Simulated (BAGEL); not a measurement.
# CH4ClSi (SMILES C[SiH]Cl): UHF/STO-3G (density fitting with qzvpp-jkfit)

Aim: the vertical doublet–quartet gap of CH4ClSi at UHF/STO-3G (density fitting with qzvpp-jkfit), from 2 runs. 

The results are computed with BAGEL 1.2.2.

3 further runs of the same task are left out: 1 that didn't finish, 2 set aside as unsound or not needed. Runs told in other sessions of the task aren't counted.

## 1. The molecule

CH4ClSi has 7 atoms, charge 0, and is taken as a doublet. SMILES: `C[SiH]Cl`. The coordinates come from a PBE0-D4/def2-TZVP relaxation.

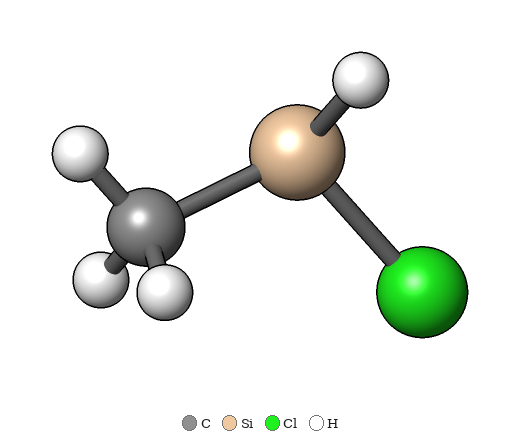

The structure, seen from a chosen angle (carbon grey, silicon light orange, chlorine green, hydrogen white).

## 2. A single-point energy at UHF/STO-3G (density fitting with qzvpp-jkfit)

Contents of job.json:

```json
{ "bagel" : [

{
  "title" : "molecule",
  "basis" : "sto-3g",
  "df_basis" : "qzvpp-jkfit",
  "angstrom" : "true",
  "geometry" : [
    { "atom" : "C", "xyz" : [   -0.636800,    0.463300,   -0.329000 ] },
    { "atom" : "Si", "xyz" : [    1.003800,   -0.393300,   -0.087600 ] },
    { "atom" : "Cl", "xyz" : [    0.685200,   -2.302900,    0.627600 ] },
    { "atom" : "H", "xyz" : [   -0.475300,    1.484500,   -0.682800 ] },
    { "atom" : "H", "xyz" : [   -1.182000,    0.503000,    0.618400 ] },
    { "atom" : "H", "xyz" : [   -1.249200,   -0.066600,   -1.060300 ] },
    { "atom" : "H", "xyz" : [    1.854400,    0.312100,    0.913700 ] }
  ]
},
{
  "title" : "uhf",
  "charge" : 0,
  "nopen" : 1
},
{
  "title" : "print",
  "file" : "orbitals.molden",
  "orbitals" : "true"
}

]}
```

The run is started by

```bash
BAGEL_NUM_THREADS=1 BAGEL job.json > job.out
```

Output:

```text
* using 1 threads per process

  ===============================================================
  ===============================================================

  *** Geometry ***

  { "atom" : "C", "xyz" : [     -1.203378,      0.875510,     -0.621720 ] },
  { "atom" : "Si", "xyz" : [      1.896907,     -0.743229,     -0.165540 ] },
  { "atom" : "Cl", "xyz" : [      1.294840,     -4.351850,      1.185992 ] },
  { "atom" : "H", "xyz" : [     -0.898187,      2.805298,     -1.290305 ] },
  { "atom" : "H", "xyz" : [     -2.233656,      0.950532,      1.168607 ] },
  { "atom" : "H", "xyz" : [     -2.360646,     -0.125856,     -2.003677 ] },
  { "atom" : "H", "xyz" : [      3.504308,      0.589784,      1.726643 ] },

  Number of auxiliary basis functions:      403

  Since a DF basis is specified, we compute 2- and 3-index integrals:
    o Being stored without compression. Storage requirement is 0.002 GB

  Number of basis functions:       27
  Number of electrons      :       41

    * METHOD: MOLECULE                             0.09

  *** Open-shell HF ***

  === Nuclear Repulsion ===
   137.4512773029

      * DIIS with orbital gradients will be used.

  === UHF iteration (sto-3g) ===
      0       -779.89976226          0.01694947           0.02
      1       -779.93716348          0.00409188           0.02
      2       -779.94005440          0.00152101           0.02
      3       -779.94072748          0.00043335           0.02
      4       -779.94082779          0.00014840           0.02
      5       -779.94086186          0.00003873           0.02
      6       -779.94086969          0.00001329           0.02
      7       -779.94087162          0.00000749           0.02
      8       -779.94087220          0.00000276           0.02
      9       -779.94087226          0.00000060           0.02
     10       -779.94087226          0.00000021           0.02
     11       -779.94087226          0.00000006           0.02
     12       -779.94087226          0.00000002           0.02
     13       -779.94087226          0.00000001           0.02
     14       -779.94087226          0.00000000           0.02
    * SCF iteration converged.

    * S^2 (UHF) is 0.7510

    * Permanent dipole moment:
           (   -0.191027,    -1.123114,     0.610544) a.u.

    * METHOD: UHF                                  0.39

    * METHOD: PRINT                                0.00

  ===============================================================
```

It took 0.6 s on 1 thread of Arm Neoverse V2, shared host.

## 3. The quartet at the same level

Contents of hf.json:

```json
{ "bagel": [

{
  "title": "molecule",
  "basis": "sto-3g",
  "df_basis": "qzvpp-jkfit",
  "angstrom": true,
  "geometry": [
    { "atom": "C", "xyz": [      -0.636800,       0.463300,      -0.329000 ] },
    { "atom": "Si", "xyz": [       1.003800,      -0.393300,      -0.087600 ] },
    { "atom": "Cl", "xyz": [       0.685200,      -2.302900,       0.627600 ] },
    { "atom": "H", "xyz": [      -0.475300,       1.484500,      -0.682800 ] },
    { "atom": "H", "xyz": [      -1.182000,       0.503000,       0.618400 ] },
    { "atom": "H", "xyz": [      -1.249200,      -0.066600,      -1.060300 ] },
    { "atom": "H", "xyz": [       1.854400,       0.312100,       0.913700 ] }
  ]
},

{ "title": "uhf", "nopen": 3 },

{ "title": "print", "file": "orbitals.molden", "orbitals": true }

]}
```

The run is started by

```bash
BAGEL_NUM_THREADS=1 BAGEL hf.json > hf.out
```

Output:

```text
* using 1 threads per process

  ===============================================================
  ===============================================================

  *** Geometry ***

  { "atom" : "C", "xyz" : [     -1.203378,      0.875510,     -0.621720 ] },
  { "atom" : "Si", "xyz" : [      1.896907,     -0.743229,     -0.165540 ] },
  { "atom" : "Cl", "xyz" : [      1.294840,     -4.351850,      1.185992 ] },
  { "atom" : "H", "xyz" : [     -0.898187,      2.805298,     -1.290305 ] },
  { "atom" : "H", "xyz" : [     -2.233656,      0.950532,      1.168607 ] },
  { "atom" : "H", "xyz" : [     -2.360646,     -0.125856,     -2.003677 ] },
  { "atom" : "H", "xyz" : [      3.504308,      0.589784,      1.726643 ] },

  Number of auxiliary basis functions:      403

  Since a DF basis is specified, we compute 2- and 3-index integrals:
    o Being stored without compression. Storage requirement is 0.002 GB

  Number of basis functions:       27
  Number of electrons      :       41

    * METHOD: MOLECULE                             0.09

  *** Open-shell HF ***

  === Nuclear Repulsion ===
   137.4512773029

      * DIIS with orbital gradients will be used.

  === UHF iteration (sto-3g) ===
      0       -779.46947307          0.01919043           0.02
      1       -779.52981790          0.00855301           0.02
      2       -779.54219414          0.00403721           0.02
      3       -779.54955919          0.00398263           0.02
      4       -779.55627496          0.00390165           0.02
      5       -779.57626711          0.00252860           0.02
      6       -779.58168718          0.00219596           0.02
      7       -779.58294713          0.00247345           0.02
      8       -779.58345298          0.00122718           0.02
      9       -779.58415401          0.00056298           0.02
     10       -779.58426463          0.00033987           0.02
     11       -779.58432617          0.00010839           0.02
     12       -779.58434794          0.00004936           0.02
     13       -779.58435100          0.00003794           0.02
     14       -779.58435229          0.00003424           0.02
     15       -779.58435377          0.00003254           0.02
     16       -779.58435540          0.00003102           0.02
     17       -779.58436320          0.00002255           0.02
     18       -779.58436789          0.00001445           0.02
     19       -779.58437003          0.00000391           0.02
     20       -779.58437010          0.00000180           0.02
     21       -779.58437010          0.00000111           0.02
     22       -779.58437010          0.00000068           0.02
     23       -779.58437010          0.00000040           0.02
     24       -779.58437010          0.00000035           0.02
     25       -779.58437010          0.00000029           0.02
     26       -779.58437010          0.00000014           0.02
     27       -779.58437010          0.00000010           0.02
     28       -779.58437010          0.00000007           0.02
     29       -779.58437010          0.00000005           0.02
     30       -779.58437010          0.00000004           0.02
     31       -779.58437010          0.00000003           0.02
     32       -779.58437010          0.00000001           0.02
     33       -779.58437010          0.00000001           0.02
    * SCF iteration converged.

    * S^2 (UHF) is 3.7517

    * Permanent dipole moment:
           (   -0.130226,     0.772144,     0.074510) a.u.

    * METHOD: UHF                                  0.82

    * METHOD: PRINT                                0.00

  ===============================================================
```

It took 1.1 s on 1 thread of Arm Neoverse V2, shared host.

## 4. Results

Level: UHF/STO-3G (density fitting with qzvpp-jkfit).

```
                                        quantity          value
                           doublet: total energy  -779.94087 Eh
                          doublet: dipole moment         3.29 D
                                   doublet: ⟨S²⟩          0.751
                           quartet: total energy  -779.58437 Eh
                          quartet: dipole moment         2.00 D
                                   quartet: ⟨S²⟩          3.752
vertical energy of the quartet above the doublet       9.701 eV
```

At this shape the quartet lies 9.70 eV (224 kcal/mol) above the doublet. In a minimal basis such a difference can be off by several eV, whatever the method.
